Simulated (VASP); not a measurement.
Band structure of BN (hex). Level of theory: PBE GGA with D3 dispersion (Becke-Johnson damping), VASP's PBE PAW potentials (set 64) (plane waves; VASP).

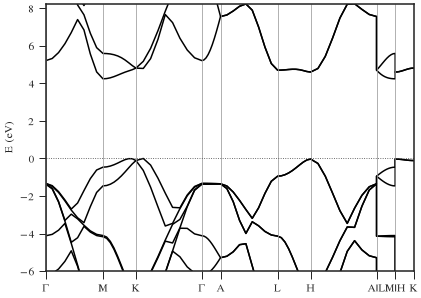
Figure. Bands along high-symmetry lines, zero at the valence-band maximum or, without a gap, the Fermi level

Q: Read the plot: is there a gap, and where are the band edges?

A: The gap is indirect, 4.24 eV, from the valence maximum at K-Γ at 0.11 to the conduction minimum at M. (Edges off the drawn lines would not show.)

The compound is BN in the hex structure. It was relaxed first.
